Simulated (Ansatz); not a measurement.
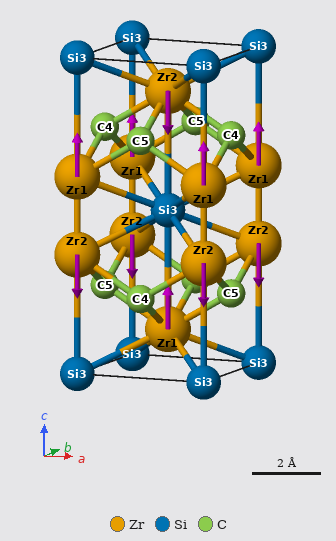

This is a relaxation of a crystal of Zr$_{2}$SiC$_{2}$ (a generated structure, set up in I4/mmm) (coarse preliminary run). The starting structure is drawn; purple arrows show the displacements (the part carried along by the change of the cell is left out), 3 times their true length.

Style: ball-and-stick. Shown: the conventional cell (2 times the calculation's cell), slightly off an axis. Lengths and directions refer to the drawn axes.

Method: DFT PBE, scalar-relativistic, plane waves, PAW (Ansatz 0.2.0).

Input file:
```yaml
crystal:
  lattice:
    - [-2.02682307, 2.02682307, 4.70890774]
    - [2.02682307, -2.02682307, 4.70890774]
    - [2.02682307, 2.02682307, -4.70890774]
  atoms:
    - { symbol: Zr, position: [0.62353802, 0.62353802, 0.0] }
    - { symbol: Zr, position: [0.37646198, 0.37646198, 0.0] }
    - { symbol: Si, position: [0.0, 0.0, 0.0] }
    - { symbol: C, position: [0.25, 0.75, 0.5] }
    - { symbol: C, position: [0.75, 0.25, 0.5] }
basis:
  ecutwfc: 420
kpoints:
  mp_grid: { grid: [6, 6, 6] }
hamiltonian:
  xc: pbe
scf:
  occupations: { method: gaussian, width: 0.1 }
  lower_state_search: "off"
output:
  forces: true
  stress: true
  eigenvalues: true
relax:
  adjacent_minimum: "off"
  f_tol: 0.04
  max_steps: 70
  cell: { stress_tol: 0.4 }
```

Command:
```bash
ansatz run input.yaml --threads 1 --pin off --max-ram 2560MiB --backend cpu --events-out ev --progress --plain --runs-dir out
```

Question: What happened in the run?

Answer: The energy falls by 3.640 eV per cell of the calculation in 5 accepted moves (6 points after the start). Largest force component: 7.8 eV/Å at the start, 0.025 eV/Å at the end. Pressure: −5.40 GPa at the start and 0.00 GPa at the end. At 1 point the geometry stayed and the basis and grid were re-selected for the new cell (energy shift of 8.3 meV per cell of the calculation at most each time). The largest moves relative to the cell, 0.44 Å, are those of Zr1 and Zr2. Zr1 goes along +c. C and Si stay in place. The drawn cell changes as follows: a = b 4.054 → 4.028 Å (−0.6 %), c 9.418 → 10.135 Å (+7.6 %); the volume changes by +6.3 %. Among the contacts that change: Zr1–Zr2 2.327 → 3.382 Å, Zr1–Zr2 (another image) 3.727 → 3.309 Å, Zr1–Si3 3.093 → 3.313 Å, Zr1–Si3 (another image) 3.545 → 3.376 Å. Among the angles between lasting bonds that change: Zr1–C5–Zr1 119.1° → 134.6°, Zr1–C5–Zr2 104.9° → 98.6°. The space group stays I4/mmm (No. 139).
